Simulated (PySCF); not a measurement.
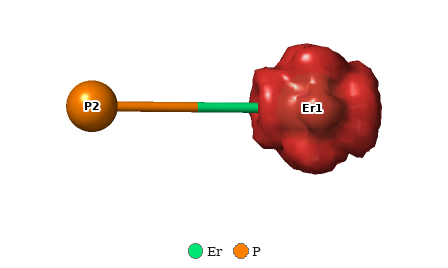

ErP (quartet). Isosurface of the spin density (α minus β) at +0.4 e/Å³ (red), seen from one side.

⟨S²⟩ = 3.83, above the pure value of 3.75.

All numbers below come from PySCF 2.14.0, PBE0/x2c-TZVPall, spin-free X2C-1e, Gaussian nucleus, at a bond length of 2.293 Å.

Which atoms carry the spin?

The unpaired spin (3 electrons) lies mostly on Er1 (about 2.7) and P2 (about 0.3), in electrons by Hirshfeld's partition.
